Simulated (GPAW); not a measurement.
## Property calculation, with input and output: HCl

HCl, SMILES Cl, computed with PBE/real-space grid, scalar-relativistic datasets (GPAW 26.7.0).

The geometry comes from this level: PBE0-D4/def2-TZVP.

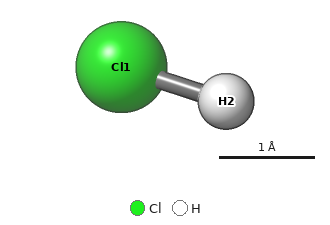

**Figure 1.** The input geometry (ball-and-stick view, seen at a tilt; atoms are numbered from 1 in the order of the input). Bond lengths as drawn: Cl–H 1.28 Å.

Results in brief

- outcome: converged
- energy relative to the program's reference atoms: −6.0204 eV
- largest force: 0.369 eV/Å
- HOMO: −8.03 eV
- LUMO: −1.08 eV
- dipole moment: 1.08 D
- hardware: 1 thread of Arm Neoverse V2, 112 GiB of memory available, shared host
- wall time: 7.1 s
- peak memory: 0.34 GiB

Input (run.py)
```python
import numpy as np
from ase import Atoms
from ase.units import Bohr, Debye
from gpaw import GPAW

positions_bohr = np.array(
              [[  1.031790,  -0.337316,   0.530635],
               [ -1.031790,   0.337316,  -0.530635]])
atoms = Atoms(['Cl', 'H'], positions=positions_bohr * Bohr)
atoms.center(vacuum=4.5)

gpaw_calc = GPAW(mode='fd', h=0.18, xc='PBE', maxiter=150, txt='-')
atoms.calc = gpaw_calc

energy = atoms.get_potential_energy()
print(f'Energy = {energy:.5f} eV')
forces = atoms.get_forces()
print('Forces (eV/Ang)')
for symbol, f in zip(atoms.symbols, forces):
    print(f'{symbol:2} {f[0]:9.4f} {f[1]:9.4f} {f[2]:9.4f}')
dipole = atoms.get_dipole_moment() / Debye
print(f'Dipole = {np.linalg.norm(dipole):.3f} D')
homo, lumo = gpaw_calc.get_homo_lumo()
print(f'HOMO                    {homo:.3f} eV')
print(f'LUMO: {lumo:.3f} eV')
print(f'Gap = {lumo - homo:.3f} eV')
```

Command:
```bash
python3 -u run.py | tee run.out
```

Log
```
__  _  _
 | _ |_)|_||  |
 |__||  | ||/\| - 26.7.0

units:  Angstrom and eV
cores:  1
OpenMP: False

Versions:
  Python: 3.12.14
  ASE:    3.29.0
  Numpy:  2.5.5
  Scipy:  1.18.1
  Libxc:  7.0.0

        _gpaw.cpython-312-aarch64-linux-gnu.so

Input parameters:
  mode=FD(),
  h=0.18,
  maxiter=150,
  xc=XC(name='PBE')

Diagonalizing LCAO Hamiltonian
Converting LCAO to fd mode
       .------------------------.
      /|                        |
     / |                        |
    /  |                        |
   /   |                        |
  /    |                        |
 *     |                        |
 |     |                        |
 |     |                        |
 |     |       H  Cl            |
 |     |                        |
 |     |                        |
 |     .------------------------.
 |    /                        /
 |   /                        /
 |  /                        /
 | /                        /
 |/                        /
 *------------------------*

Atoms  # Å, Bohr magnetons
|   | symbol |        x |        y |        z |    initial magnetic moments |
|---|--------|----------|----------|----------|-----------------------------|
| 0 |     Cl | 5.592000 | 4.500000 | 5.061600 | ( 0.0000,  0.0000,  0.0000) |
| 1 |      H | 4.500000 | 4.857000 | 4.500000 | ( 0.0000,  0.0000,  0.0000) |

Unit cell  # Å
| periodic |         x |        y |        z |   lengths |    angles |
|----------|-----------|----------|----------|-----------|-----------|
|       no | 10.092000 | 0.000000 | 0.000000 | 10.092000 | 90.000000 |
|       no |  0.000000 | 9.357000 | 0.000000 |  9.357000 | 90.000000 |
|       no |  0.000000 | 0.000000 | 9.561600 |  9.561600 | 90.000000 |

Number of symmetries: 1
Symmetry operations  # r_c * U_cc + t_c -> r_c
|   | kind |            matrix            |
|---|------|------------------------------|
| 0 |  E   |  1, 0, 0,  0, 1, 0,  0, 0, 1 |

BZ-sampling:
  Number of BZ points: 1
  Number of IBZ points: 1

  Monkhorst-Pack size: [1, 1, 1]
  Monkhorst-Pack shift: [0, 0, 0]

K-points  # in reciprocal-cell coordinates
|   |                                coordinates |     weight |
|---|--------------------------------------------|------------|
| 0 | (  0.00000000,   0.00000000,   0.00000000) | 1.00000000 |

Uniform wave function grid shape: (np.int64(55), np.int64(51), np.int64(51))
Spin-components: 1 (collinear spins)
Bands:           5
Projectors:      8
Spin-degeneracy: 2
Datatype:        float64

  Storage: CPU
  Wave functions: 5_722_200 bytes (5_722_200 per core)

Parallelization:
  kpt:    1
  domain: 1
  band:   1

Density:
  Valence electrons: 8.0
  Components: 1
  Grid points: [56 52 52]
  Charge: 0.0  # |e|

Potential:
  Grid points: [56 52 52]

species:
  Cl:
    name:    Chlorine
    Z:       17.0
    valence: 7
    core:    10
    charge:  0.0  # [|e|]
    file:    Cl.PBE.gz
    compensation charges:
      type: gauss
      rc: 0.25  # [Å]
      lmax: 2
    cutoffs:
      filter: 1.40  # [Å]
      core: 1.49  # [Å]
    projectors
    | kind |    occ | energy [eV] | rcut [Å] |
    |------|--------|-------------|----------|
    |   3s |  2.000 |     -20.689 |    0.794 |
    |   3p |  5.000 |      -8.594 |    0.794 |
    |    s |        |       6.523 |    0.794 |
    |    p |        |      18.617 |    0.794 |
    |    d |        |       0.000 |    0.794 |

    Using partial waves for Cl as LCAO basis

  H:
    name:    Hydrogen
    Z:       1.0
    valence: 1
    core:    0
    charge:  0.0  # [|e|]
    file:    H.PBE.gz
    compensation charges:
      type: gauss
      rc: 0.15  # [Å]
      lmax: 2
    cutoffs:
      filter: 0.85  # [Å]
      core: 0.53  # [Å]
    projectors
    | kind |    occ | energy [eV] | rcut [Å] |
    |------|--------|-------------|----------|
    |   1s |  1.000 |      -6.494 |    0.476 |
    |    s |        |      20.717 |    0.476 |
    |    p |        |       0.000 |    0.476 |

    Using partial waves for H as LCAO basis

Reference energy: -12567.439558  # eV

eigensolver:
  PPCG
  Converge bands: occupied
  niter=2

density mixing:
  MSR1-Mixer
  Pratt-step length: 0.05
  Maximum mixing coefficient: 0.75
  Old densities: 10
  SVD Regularization: 0.005
  Good broyden scale: 1.0
  Trust region scale: 1.0
  Backstep threshold: 4.0
  History deletion threshold: 6.0
  Fourier metric: weight=20.0, sigma=0.015

occupation numbers:
  # Zero width

FastPoissonSolver using
    Stencil: 6*3+1=19 point O(h^6) finite-difference Laplacian
    FFT axes: []
    FST axes: [np.int64(1), np.int64(2), np.int64(0)]

xc functional:
  name: PBE with 2 nearest neighbor stencil
interpolation: tri-quintic # 5. degree polynomial

Initialization done in: 0.892 s

convergence criteria:
- Maximum [total energy] change in last 3 cyles: 0.0005 eV / valence electron
- Maximum integral of absolute [dens]ity change: 0.0001 electrons / valence electron
- Maximum integral of absolute [eigenst]ate change: 4e-08 eV^2 / valence electron
maximum number of iterations: 150

SCF iterations
|iter     |     time |      energy | eigst |  dens |
|---------|----------|-------------|-------|-------|
|iter:   1| 00:00:01 |   -6.156252 | +0.79 |       |
|iter:   2| 00:00:01 |   -6.170276 | -0.22 | -1.00 |
|iter:   3| 00:00:02 |   -6.100792 | +0.10 | -1.03 |
|iter:   4| 00:00:02 |   -6.021786 | -0.28 | -1.30 |
|iter:   5| 00:00:02 |   -6.019782 | -0.64 | -1.67 |
|iter:   6| 00:00:03 |   -6.020339c| -1.66 | -2.22 |
|iter:   7| 00:00:03 |   -6.020398c| -2.63 | -2.65 |
|iter:   8| 00:00:04 |   -6.020421c| -3.32 | -3.08 |
|iter:   9| 00:00:04 |   -6.020420c| -4.07 | -3.50 |
|iter:  10| 00:00:05 |   -6.020421c| -4.72 | -4.08c|
|iter:  11| 00:00:05 |   -6.020421c| -5.59 | -4.46c|
|iter:  12| 00:00:05 |   -6.020421c| -5.93 | -4.78c|
|iter:  13| 00:00:06 |   -6.020421c| -6.82 | -5.01c|
|iter:  14| 00:00:06 |   -6.020421c| -7.41c| -5.42c|

Converged in 14 steps
SCF loop duration: 5.623 s (0.402 s/step)
Energy contributions relative to reference atoms: (reference = -12567.439558)

Energy contributions:
  Kinetic:           6.908904
  Coulomb:          -8.116221
  Zero:              0.157119
  External:          0.000000
  Xc:               -4.970223
  Entropy:           0.000000
  Spinorbit:         0.000000
  ----------------------------
  Free energy:      -6.020421
  Extrapolated:     -6.020421

dipole moment: (-0.191454, 0.062701, -0.098596)  # |e|*Ang

Fermi level: -4.556
Eigenvalues  # (at kpt = [0.000, 0.000, 0.000])
| band index |      eig [eV] | occ [0-2] |
|------------|---------------|-----------|
|          0 |       -21.245 |     2.000 |
|          1 |       -11.782 |     2.000 |
|          2 |        -8.035 |     2.000 |
|          3 |        -8.035 |     2.000 |
|          4 |        -1.078 |     0.000 |

Gap: 6.957 eV
Transition (v -> c):
  (s=0, k=0, n=3, [0.00, 0.00, 0.00]) -> (s=0, k=0, n=4, [0.00, 0.00, 0.00])
No difference between direct/indirect transitions
vacuum-level: 0.000  # V
Energy = -6.02042 eV

Forces  # eV/Ang
|        x |        y |        z |
|----------|----------|----------|
|  0.30884 | -0.09183 |  0.17989 |  # Cl   0
| -0.29601 |  0.09519 | -0.15360 |  # H    1

Force computation time: 0.016  # s
Forces (eV/Ang)
Cl    0.3088   -0.0918    0.1799
H    -0.2960    0.0952   -0.1536
Dipole = 1.077 D
HOMO                    -8.035 eV
LUMO: -1.078 eV
Gap = 6.957 eV
```

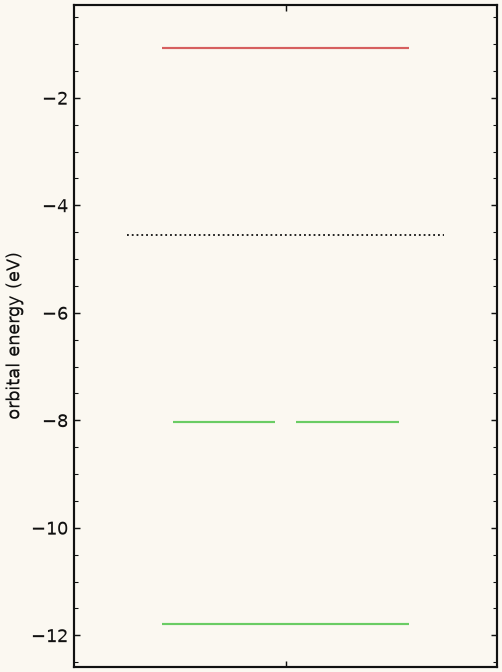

**Figure 2.** Orbital energies near the frontier; the dotted line parts filled from empty levels, and levels within 0.02 eV of each other stand side by side. Highest filled −8.03 eV, lowest empty −1.08 eV, 6.95 eV apart.
